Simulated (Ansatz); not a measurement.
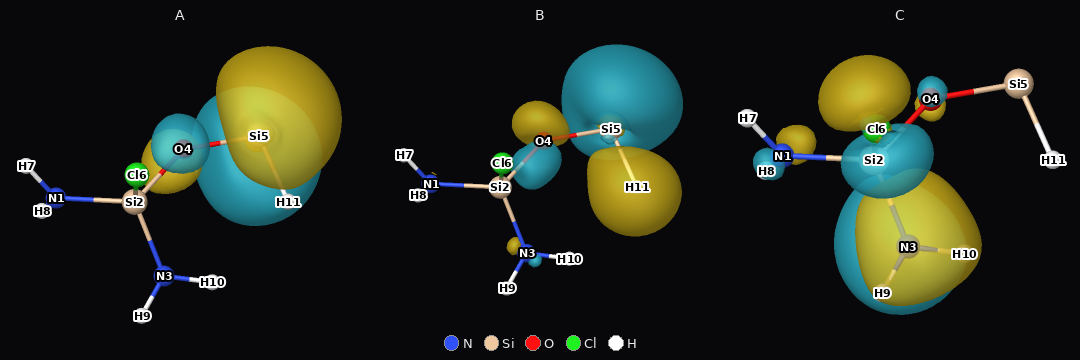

*ClH5N2OSi2. Three frontier orbitals at ±0.1 Å⁻³ᐟ² (yellow and cyan are the two phases), in no order.*

The calculation used RKS B3LYP-D4/def2-SVP in Ansatz 0.2.0.

Input

```
crystal:
  periodic: [false, false, false]
  atoms:
    - { symbol: "N", position_ang: [-1.483, -1.2751, 0.3497] }
    - { symbol: Si, position_ang: [0.1316, -1.2506, 0.0017] }
    - { symbol: "N", position_ang: [0.5071, -0.4699, 1.4517] }
    - { symbol: O, position_ang: [0.3947, -0.1663, -1.0263] }
    - { symbol: Si, position_ang: [0.509, 0.8926, -2.0714] }
    - { symbol: Cl, position_ang: [-0.2706, 2.5697, -1.0782] }
    - { symbol: H, position_ang: [-1.8195, -0.2713, 0.2093] }
    - { symbol: H, position_ang: [-1.5636, -1.3742, 1.3336] }
    - { symbol: H, position_ang: [0.1459, 0.4813, 1.4466] }
    - { symbol: H, position_ang: [1.5464, -0.3064, 1.4784] }
    - { symbol: H, position_ang: [1.9674, 1.1131, -2.0746] }
basis:
  gaussian: { orbitals: def2-SVP }
hamiltonian:
  xc: b3lyp
  dispersion: d4
relax:
  f_tol: 0.02
  max_steps: 50
output:
  orbitals: {}
```

Launched as:

```sh
ansatz run input.yaml --threads 2 --pin off --max-ram 3072MiB --backend cpu --events-out ev --progress --plain --runs-dir out
```

The fields are those of the run's last geometry, not of the input's.

Q: Which picture is the HOMO−1, the HOMO and the LUMO?

A: C is the HOMO−1 (−7.37 eV). By Hirshfeld shares it lies mainly on N3 (about 65 %) and Cl6 (about 15 %). B is the HOMO (−6.25 eV). Its weight (Hirshfeld) is mainly on Si5 (about 70 %), H11 (about 20 %) and O4 (about 10 %). A is the LUMO (−2.24 eV). By Hirshfeld shares it lies mainly on Si5 (about 85 %) and O4 (about 10 %).

Q: What is the HOMO–LUMO gap?

A: 4.01 eV between the orbital energies.
